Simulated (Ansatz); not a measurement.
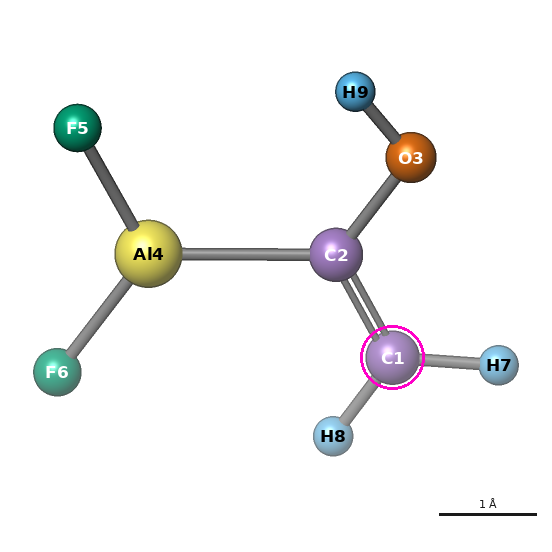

Orthographic view. Atoms fade into the background with distance from the viewer. The computed structure is the end point of a PBE-D4/def2-SVP optimisation. No frequency run is at hand to confirm it as a minimum.

Q: Name the neighbours of the circled atom.

A: The circled atom is C1; it is bonded to C2, H7, H8.

Q: Which two atoms are farthest apart in space?

A: F5 and H7, 5.24 Å.

Q: What is the shortest path along bonds from the circled atom to F6?

A: C1–C2–Al4–F6, 3 bonds; through space the two are 3.47 Å apart.
